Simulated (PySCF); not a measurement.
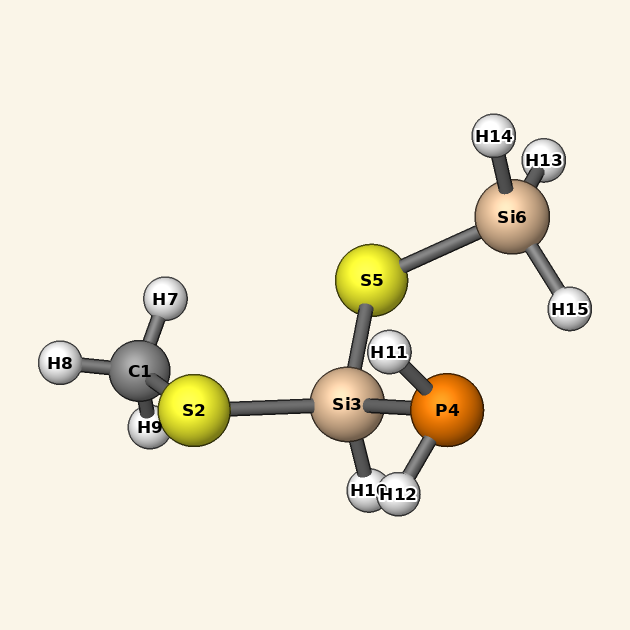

Geometry: a frame of a GFN2-xTB molecular-dynamics simulation, not a minimum. Method: GIAO PBE0/pcSseg-1 NMR shielding, non-relativistic, gas phase (PySCF 2.14.0). Principal shieldings σ11 ≤ σ22 ≤ σ33, span Ω = σ33 − σ11, skew κ = 3(σiso − σ22)/Ω.

Give the shielding tensors of the P atoms.

| atom | σ11 | σ22 | σ33 | σiso | Ω | κ |
| --- | --- | --- | --- | --- | --- | --- |
| P4 | 513.1 | 599.8 | 634.7 | 582.5 | 121.5 | −0.43 |

Shieldings and span in ppm.
